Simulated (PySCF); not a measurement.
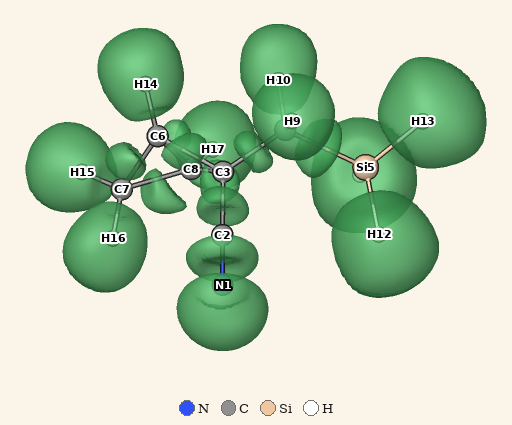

*C6H9NSi. Isosurface of the electron localisation function at 0.8 (green), seen at a tilt. Only the valence region is drawn (cores and ρ < 0.01 e/Å³ removed).*

Geometry: PBE0-D3(BJ)/def2-SVP.

These are results of PBE0/pcSseg-1, SCF density, gas phase, non-relativistic (PySCF), not measurements.

The calculation's input:

```
{"job": {"kind": "nmr", "xc": "PBE0", "basis": "pcSseg-1"}, "charge": 0, "multiplicity": 1}
N      0.043455    -2.872453    -0.669704
C     -0.100172    -1.747949    -0.432880
C     -0.263332    -0.332258    -0.121690
C      0.967545     0.308823     0.495990
Si     2.462090     0.434469    -0.666534
C     -1.618319     0.152495     0.314705
C     -2.407872    -0.230210    -0.890856
C     -1.120877     0.510725    -1.024254
H      1.267770    -0.250681     1.397161
H      0.706850     1.327638     0.827633
H      2.111099     1.286967    -1.843482
H      2.876134    -0.916072    -1.144651
H      3.594195     1.071109     0.071979
H     -1.865314     0.750568     1.190622
H     -3.317763     0.350252    -1.074450
H     -2.467903    -1.284107    -1.195819
H     -0.873230     1.465909    -1.485293
```

Command:

```sh
OMP_NUM_THREADS=1 python probes_run.py task.json out
```

Identify the bonds, lone pairs and shells in this picture.

Answer. The surface consists of seven regions between bonded C–C atoms (shared pairs), one region between bonded C–N atoms (shared pairs), one region between bonded C–Si atoms (shared pairs), nine regions around hydrogen nuclei and one lobe on N, pointing away from the bonds (lone pairs). Along the contacts the grid gives the following. C–N (1.16 Å): the ELF peaks at about 0.85 between the atoms; a multiple bond. C–C (1.46 Å): the ELF peaks at about 0.95 between the atoms (localised, covalent bonding).
